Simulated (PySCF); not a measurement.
# C3H6OSi: NMR shifts at several levels of theory, part 2 of 2

PySCF 2.14.0. Atoms count from 0.

## 9. Shielding tensors: wB97X-D/pcSseg-2

The job: settings as JSON, then the geometry in Å.

```
{"job": {"kind": "nmr", "xc": "wB97X-D", "basis": "pcSseg-2", "pop": false}, "charge": 0, "multiplicity": 1}
C     -1.631211     0.868884    -0.931929
C     -0.949270     0.151478    -0.030381
Si     0.750925    -0.550275    -0.349795
C      1.999817     0.368009     0.810019
O      2.528709    -0.155482     1.757931
H     -1.231508     1.070059    -1.932305
H     -2.620546     1.286466    -0.715398
H     -1.405823    -0.017238     0.954382
H      1.128985    -0.261269    -1.769012
H      0.829027    -2.009426    -0.052219
H      2.202539     1.455878     0.582689
```

Level: GIAO wB97X-D/pcSseg-2 NMR shielding, non-relativistic, gas phase.

Log:

```text
coarse grid: 9688 points
cycle   1  E = -482.4695746249  dE =  4.275e-01  |g| = 8.164e-01  |ddm| = 2.303e+00
cycle   2  E = -482.2756546297  dE =  1.939e-01  |g| = 1.351e+00  |ddm| = 1.154e+00
cycle   3  E = -482.6072027917  dE = -3.315e-01  |g| = 5.746e-02  |ddm| = 7.648e-01
cycle   4  E = -482.6079907986  dE = -7.880e-04  |g| = 3.671e-02  |ddm| = 6.813e-02
cycle   5  E = -482.6083113975  dE = -3.206e-04  |g| = 9.093e-03  |ddm| = 3.379e-02
cycle   6  E = -482.6083361378  dE = -2.474e-05  |g| = 3.972e-03  |ddm| = 1.152e-02
cycle   7  E = -482.6083411896  dE = -5.052e-06  |g| = 1.242e-03  |ddm| = 4.655e-03
final grid: 88992 points
cycle   8  E = -482.6133798426  dE = -1.463e-04  |g| = 4.505e-03  |ddm| = 4.065e-02
cycle   9  E = -482.6133826356  dE = -2.793e-06  |g| = 3.060e-03  |ddm| = 6.178e-03
cycle  10  E = -482.6133845626  dE = -1.927e-06  |g| = 8.766e-04  |ddm| = 2.042e-03
cycle  11  E = -482.6133846667  dE = -1.042e-07  |g| = 5.574e-04  |ddm| = 8.644e-04
cycle  12  E = -482.6133847324  dE = -6.570e-08  |g| = 8.816e-05  |ddm| = 2.844e-04
cycle  13  E = -482.6133847358  dE = -3.388e-09  |g| = 3.444e-05  |ddm| = 1.662e-04
cycle  14  E = -482.6133847366  dE = -7.514e-10  |g| = 1.549e-05  |ddm| = 6.874e-05
converged SCF energy = -482.6133847366

GIAO shielding tensors (ppm)
atom      isotropic    diamagn.    paramagn.     s11        s22        s33       span
  0 C       29.720     251.472    -221.752   -103.651     34.957    157.852    261.503
  1 C       43.960     257.693    -213.733    -80.003     33.062    178.822    258.826
  2 Si     388.256     879.087    -490.831    366.978    382.321    415.470     48.492
  3 C      -65.987     251.548    -317.536   -194.120    -94.520     90.679    284.799
  4 O     -593.313     389.833    -983.146  -1635.558   -549.938    405.558   2041.116
  5 H       24.805      30.987      -6.182     21.207     24.734     28.474      7.267
  6 H       24.701      29.108      -4.407     21.553     24.387     28.162      6.610
  7 H       25.055      31.795      -6.740     23.093     24.815     27.257      4.164
  8 H       26.790      29.834      -3.044     24.479     26.128     29.763      5.284
  9 H       27.152      29.533      -2.380     25.041     25.214     31.202      6.162
 10 H       19.279      28.040      -8.761     13.279     20.564     23.994     10.715
```

Wall time 35 s (1 thread of Arm Neoverse V2, shared host); peak memory 1.1 GiB.

Key values: δ C3 250.4, C0 154.7, C1 140.5, Si2 -47.6, H10 12.08, H6 6.66 ppm.

## 10. Shielding tensors: LC-wPBE/pcSseg-2

Same as in step 9 but for these lines:

```diff
@@ -1,2 +1,2 @@
-{"job": {"kind": "nmr", "xc": "wB97X-D", "basis": "pcSseg-2", "pop": false}, "charge": 0, "multiplicity": 1}
+{"job": {"kind": "nmr", "xc": "LC-wPBE", "basis": "pcSseg-2", "pop": false}, "charge": 0, "multiplicity": 1}
 C     -1.631211     0.868884    -0.931929
```

With the program's defaults for keys left out, this is: GIAO LC-wPBE/pcSseg-2 NMR shielding, non-relativistic, gas phase.

Log:

```text
coarse grid: 9688 points
cycle   1  E = -482.3127547127  dE =  4.578e-01  |g| = 8.266e-01  |ddm| = 2.290e+00
cycle   2  E = -482.1904845971  dE =  1.223e-01  |g| = 1.240e+00  |ddm| = 1.003e+00
cycle   3  E = -482.4568550593  dE = -2.664e-01  |g| = 5.253e-02  |ddm| = 6.328e-01
cycle   4  E = -482.4578173854  dE = -9.623e-04  |g| = 2.800e-02  |ddm| = 7.227e-02
cycle   5  E = -482.4580262284  dE = -2.088e-04  |g| = 8.446e-03  |ddm| = 3.232e-02
cycle   6  E = -482.4580532850  dE = -2.706e-05  |g| = 3.291e-03  |ddm| = 1.104e-02
cycle   7  E = -482.4580573316  dE = -4.047e-06  |g| = 1.247e-03  |ddm| = 4.536e-03
final grid: 88992 points
cycle   8  E = -482.4614549171  dE = -8.919e-05  |g| = 5.961e-03  |ddm| = 3.134e-02
cycle   9  E = -482.4614567351  dE = -1.818e-06  |g| = 4.869e-03  |ddm| = 4.377e-03
cycle  10  E = -482.4614602120  dE = -3.477e-06  |g| = 1.292e-03  |ddm| = 2.649e-03
cycle  11  E = -482.4614604762  dE = -2.642e-07  |g| = 3.254e-04  |ddm| = 6.067e-04
cycle  12  E = -482.4614605051  dE = -2.894e-08  |g| = 8.454e-05  |ddm| = 3.953e-04
cycle  13  E = -482.4614605077  dE = -2.606e-09  |g| = 3.437e-05  |ddm| = 1.233e-04
cycle  14  E = -482.4614605083  dE = -5.467e-10  |g| = 1.283e-05  |ddm| = 7.333e-05
converged SCF energy = -482.4614605083

GIAO shielding tensors (ppm)
atom      isotropic    diamagn.    paramagn.     s11        s22        s33       span
  0 C       28.312     250.542    -222.230   -112.882     34.125    163.693    276.575
  1 C       43.737     257.168    -213.431    -87.141     33.323    185.028    272.169
  2 Si     391.434     878.558    -487.124    370.552    384.787    418.964     48.412
  3 C      -70.154     251.277    -321.431   -206.718   -100.876     97.133    303.851
  4 O     -593.321     389.357    -982.678  -1657.942   -538.640    416.620   2074.562
  5 H       24.638      30.945      -6.307     20.877     24.576     28.462      7.584
  6 H       24.551      29.207      -4.657     21.276     24.268     28.108      6.832
  7 H       24.908      31.681      -6.774     22.857     24.642     27.225      4.369
  8 H       26.778      29.781      -3.003     24.396     26.125     29.813      5.417
  9 H       27.174      29.472      -2.298     24.982     25.239     31.301      6.319
 10 H       19.345      28.270      -8.925     13.211     20.525     24.299     11.088
```

It took 43 s on 1 thread of Arm Neoverse V2, shared host; peak memory 1.1 GiB.

Key values: δ C3 258.4, C0 160.0, C1 144.6, Si2 -44.8, H10 11.97, H6 6.77 ppm.

## 11. NMR shieldings: PBE0/STO-3G

Same as in step 10 but for these lines:

```diff
@@ -1,2 +1,2 @@
-{"job": {"kind": "nmr", "xc": "LC-wPBE", "basis": "pcSseg-2", "pop": false}, "charge": 0, "multiplicity": 1}
+{"job": {"kind": "nmr", "xc": "PBE0", "basis": "STO-3G", "pop": true}, "charge": 0, "multiplicity": 1}
 C     -1.631211     0.868884    -0.931929
```

Level: GIAO PBE0/STO-3G NMR shielding, non-relativistic, gas phase.

Log:

```text
coarse grid: 9688 points
cycle   1  E = -476.3538763743  dE =  3.581e-01  |g| = 6.079e-01  |ddm| = 4.172e+00
cycle   2  E = -475.9577304783  dE =  3.961e-01  |g| = 1.394e+00  |ddm| = 2.205e+00
cycle   3  E = -476.4788402232  dE = -5.211e-01  |g| = 8.315e-02  |ddm| = 1.474e+00
cycle   4  E = -476.4802793897  dE = -1.439e-03  |g| = 4.917e-02  |ddm| = 1.358e-01
cycle   5  E = -476.4809036209  dE = -6.242e-04  |g| = 1.673e-02  |ddm| = 6.225e-02
cycle   6  E = -476.4809869637  dE = -8.334e-05  |g| = 2.977e-03  |ddm| = 1.947e-02
cycle   7  E = -476.4809893927  dE = -2.429e-06  |g| = 1.965e-04  |ddm| = 3.653e-03
final grid: 88992 points
cycle   8  E = -476.4463441628  dE =  6.475e-06  |g| = 7.826e-03  |ddm| = 1.603e-02
cycle   9  E = -476.4463008373  dE =  4.333e-05  |g| = 1.482e-02  |ddm| = 2.335e-02
cycle  10  E = -476.4463613793  dE = -6.054e-05  |g| = 6.866e-04  |ddm| = 1.539e-02
cycle  11  E = -476.4463615418  dE = -1.625e-07  |g| = 9.611e-05  |ddm| = 1.069e-03
cycle  12  E = -476.4463615443  dE = -2.550e-09  |g| = 3.441e-05  |ddm| = 1.448e-04
cycle  13  E = -476.4463615447  dE = -3.666e-10  |g| = 4.187e-06  |ddm| = 4.500e-05
converged SCF energy = -476.4463615447

GIAO shielding tensors (ppm)
atom      isotropic    diamagn.    paramagn.     s11        s22        s33       span
  0 C      119.076     253.094    -134.019     21.294    128.585    207.349    186.055
  1 C      123.388     254.587    -131.199     27.469    113.274    229.422    201.953
  2 Si     579.022     870.308    -291.286    556.184    580.599    600.282     44.098
  3 C       75.789     256.486    -180.697    -21.033     72.120    176.281    197.314
  4 O     -400.280     381.567    -781.847  -1359.546   -322.555    481.261   1840.806
  5 H       26.842      31.884      -5.042     23.842     25.722     30.961      7.119
  6 H       26.727      30.013      -3.286     23.825     25.800     30.556      6.731
  7 H       26.963      32.140      -5.177     25.304     26.767     28.819      3.515
  8 H       29.698      32.160      -2.462     26.421     27.701     34.971      8.550
  9 H       29.777      31.449      -1.672     26.351     27.269     35.710      9.360
 10 H       21.320      29.560      -8.240     14.323     24.027     25.610     11.287
```

It took 2.2 s on 1 thread of Arm Neoverse V2, shared host; peak memory 0.5 GiB.

In short: δ C3 158.9, C0 115.6, C1 111.3, Si2 -61.4, H10 11.29, H6 5.88 ppm.

## 12. Shielding tensors: PBE0/6-31G

Same as in step 11 but for these lines:

```diff
@@ -1,2 +1,2 @@
-{"job": {"kind": "nmr", "xc": "PBE0", "basis": "STO-3G", "pop": true}, "charge": 0, "multiplicity": 1}
+{"job": {"kind": "nmr", "xc": "PBE0", "basis": "6-31G", "pop": true}, "charge": 0, "multiplicity": 1}
 C     -1.631211     0.868884    -0.931929
```

With the program's defaults for keys left out, this is: GIAO PBE0/6-31G NMR shielding, non-relativistic, gas phase.

Log:

```text
coarse grid: 9688 points
cycle   1  E = -482.0514236053  dE =  4.989e-01  |g| = 7.493e-01  |ddm| = 3.065e+00
cycle   2  E = -481.5692483187  dE =  4.822e-01  |g| = 1.695e+00  |ddm| = 2.131e+00
cycle   3  E = -482.1763888073  dE = -6.071e-01  |g| = 1.058e-01  |ddm| = 1.582e+00
cycle   4  E = -482.1789017248  dE = -2.513e-03  |g| = 5.807e-02  |ddm| = 1.697e-01
cycle   5  E = -482.1797112456  dE = -8.095e-04  |g| = 1.628e-02  |ddm| = 5.937e-02
cycle   6  E = -482.1797725595  dE = -6.131e-05  |g| = 5.644e-03  |ddm| = 1.521e-02
cycle   7  E = -482.1797799045  dE = -7.345e-06  |g| = 1.367e-03  |ddm| = 5.369e-03
final grid: 88992 points
cycle   8  E = -482.1287084988  dE =  6.505e-06  |g| = 1.058e-02  |ddm| = 1.481e-02
cycle   9  E = -482.1286408692  dE =  6.763e-05  |g| = 2.116e-02  |ddm| = 2.354e-02
cycle  10  E = -482.1287320973  dE = -9.123e-05  |g| = 1.963e-03  |ddm| = 1.599e-02
cycle  11  E = -482.1287331047  dE = -1.007e-06  |g| = 1.155e-04  |ddm| = 1.910e-03
cycle  12  E = -482.1287331072  dE = -2.531e-09  |g| = 7.783e-05  |ddm| = 2.065e-04
cycle  13  E = -482.1287331088  dE = -1.586e-09  |g| = 2.237e-05  |ddm| = 8.633e-05
cycle  14  E = -482.1287331090  dE = -1.450e-10  |g| = 4.782e-06  |ddm| = 2.911e-05
converged SCF energy = -482.1287331090

GIAO shielding tensors (ppm)
atom      isotropic    diamagn.    paramagn.     s11        s22        s33       span
  0 C       61.064     255.117    -194.054    -51.899     64.247    170.843    222.743
  1 C       75.053     258.792    -183.739    -30.365     64.809    190.714    221.079
  2 Si     465.344     882.761    -417.417    445.730    456.642    493.660     47.931
  3 C      -29.061     256.020    -285.081   -144.237    -55.439    112.493    256.730
  4 O     -593.293     392.864    -986.157  -1668.115   -516.279    404.514   2072.628
  5 H       25.783      30.743      -4.960     22.790     25.256     29.304      6.514
  6 H       25.802      29.131      -3.329     23.019     25.570     28.818      5.799
  7 H       26.225      30.791      -4.566     24.999     26.223     27.454      2.455
  8 H       28.027      29.994      -1.967     25.636     26.557     31.887      6.251
  9 H       28.243      29.417      -1.173     25.565     26.090     33.075      7.510
 10 H       19.355      27.620      -8.265     12.107     20.873     25.085     12.979
```

Run time: 4.2 s. Hardware: 1 thread of Arm Neoverse V2, shared host; peak memory 0.5 GiB.

Key values: δ C3 228.6, C0 138.5, C1 124.5, Si2 -20.6, H10 13.26, H5 6.83 ppm.

## 13. Side by side: NMR shifts

Shifts (ppm) of some atoms, chosen among heavy atoms and hydrogens apart, means over like atoms, with basis size and wall time:

```
               run     C3     C0     C1    H10    H8    Si2     O4  functions   time
     PBE0/pcSseg-2  249.1  153.6  139.5  12.22  4.42  -47.5  916.6        271   28 s
 mPW1PW91/pcSseg-2  248.6  153.5  139.5  12.16  4.39  -47.6  912.8        271   28 s
     WP04/pcSseg-2  246.2  149.7  137.8  11.46  3.87  -48.1  837.7        271   27 s
    B97-2/pcSseg-2  242.7  149.6  136.0  12.09  4.33  -47.2  879.6        271   28 s
BHandHLYP/pcSseg-2  247.8  153.4  140.1  11.75  4.26  -46.1  916.0        271   26 s
CAM-B3LYP/pcSseg-2  254.0  155.3  142.9  12.04  4.34  -47.6  922.8        271   38 s
  wB97X-D/pcSseg-2  250.4  154.7  140.5  12.08  4.38  -47.6  920.1        271   35 s
  LC-wPBE/pcSseg-2  258.4  160.0  144.6  11.97  4.34  -44.8  926.0        271   43 s
       PBE0/STO-3G  158.9  115.6  111.3  11.29  2.87  -61.4  742.0         35  2.2 s
        PBE0/6-31G  228.6  138.5  124.5  13.26  4.48  -20.6  911.8         61  4.2 s
```

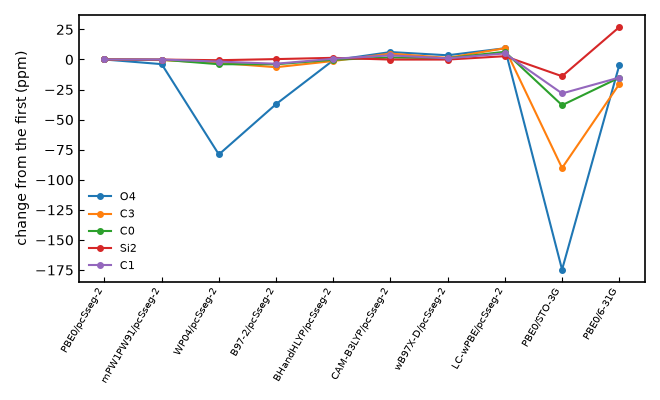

How five of the tabulated atoms move from run to run.

## 14. Summary of results

This closing draws on all 2 parts.

| quantity | value |
| --- | --- |
| point group | C1 |
| rotational constants (main isotopes) | 10.43, 1.90, 1.77 GHz |
| 13C shifts against TMS (PBE0/pcSseg-2) | 249.1, 153.6, 139.5 ppm |
| 1H shifts against TMS (PBE0/pcSseg-2, means over atoms taken as alike) | 12.22, 6.67, 6.54, 6.33, 4.42 ppm |
| 29Si shifts against TMS (PBE0/pcSseg-2) | -47.5 ppm |
| 17O shifts against H2O (PBE0/pcSseg-2) | 916.6 ppm |
| range of the shift of O4 | 742.0 to 926.0 ppm |
| property runs in this session | 10, of which 0 failed and 1 gave unsound results |

**Reading.** Single values in the summary come from the first run of each kind that ended normally (PBE0/pcSseg-2), which need not be the best level. Relaxing lowered the energy by 0.168 eV in 6 steps; the close pair that moved most is Si2–H8, from 1.446 to 1.497 Å. No frequency check was run at this level, so the end point may be a saddle. At PBE0/pcSseg-2: The largest span, 2016 ppm, is at O4, where the paramagnetic term is -978 ppm. In ppm, O4 moves most: its shift spreads over 184.0 ppm, from 742.0 (PBE0/STO-3G) to 926.0 (LC-wPBE/pcSseg-2). A minimal basis is unusable for shieldings, so that end is no result.
